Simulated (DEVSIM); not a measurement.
System: TaN/HfO2/SiO2/p-Si capacitor, at 300 K.

```csv
layer (left to right),material,thickness (nm),Na (cm⁻³)
1,HfO2,25.0,-
2,SiO2,1.10,-
3,Si,7800,5.4e15
```

Metal gate on the left, work function 4.4 eV. Fixed charge at the semiconductor interface 0 cm⁻² (in units of +e); no interface traps.

Constants are typed, rounded textbook-type inputs, not results; the design itself was drawn at random and stands for no fabricated device. Values at 300 K.

```tsv
parameter	HfO2	SiO2	Si
gap (eV)	5.7	9	1.124
affinity (eV)	2.5	0.9	4.05
permittivity	22	3.9	11.7
Nc (cm⁻³)	-	-	2.86e19
Nv (cm⁻³)	-	-	3.1e19
```

Model (solved in DEVSIM): 1D Poisson equation in equilibrium, Boltzmann statistics, complete ionisation; no quantum confinement or tunnelling. Metal contacts follow the ideal Schottky-Mott rule: no Fermi-level pinning, no interface dipoles.

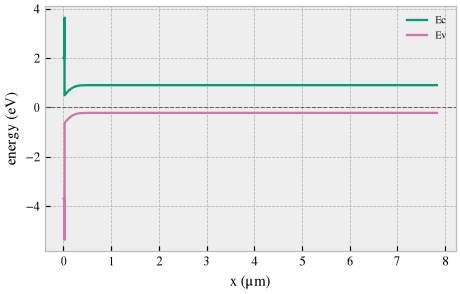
*Band edges at -0.1 V on the gate*

Energies count from the Fermi level of the right contact; mesh points crowd at the junctions.

```csv
x (μm),Ec (eV),Ev (eV),n (cm⁻³),p (cm⁻³),field (V/cm)
0.000,2.000,-3.700,< 1e2,< 1e2,13000
0.001842,2.002,-3.697,< 1e2,< 1e2,13000
0.006566,2.009,-3.691,< 1e2,< 1e2,13000
0.01614,2.022,-3.678,< 1e2,< 1e2,13000
0.02322,2.031,-3.669,< 1e2,< 1e2,13000
0.02504,3.634,-5.366,< 1e2,< 1e2,76000
0.02577,3.639,-5.361,< 1e2,< 1e2,76000
0.02804,0.497,-0.627,1.3e11,9.0e8,25000
0.03351,0.510,-0.614,7.6e10,1.5e9,25000
0.04784,0.545,-0.579,2.0e10,5.8e9,23000
0.08824,0.633,-0.491,6.7e8,1.7e11,20000
0.2623,0.857,-0.267,110000,1.0e15,6100
0.6592,0.900,-0.224,22000,5.4e15,≈ 0
1.720,0.900,-0.224,22000,5.4e15,≈ 0
5.481,0.900,-0.224,22000,5.4e15,≈ 0
6.949,0.900,-0.224,22000,5.4e15,≈ 0
7.499,0.900,-0.224,22000,5.4e15,≈ 0
7.708,0.900,-0.224,22000,5.4e15,≈ 0
7.796,0.900,-0.224,22000,5.4e15,≈ 0
7.815,0.900,-0.224,22000,5.4e15,≈ 0
7.823,0.900,-0.224,22000,5.4e15,≈ 0
7.826,0.900,-0.224,22000,5.4e15,≈ 0
```
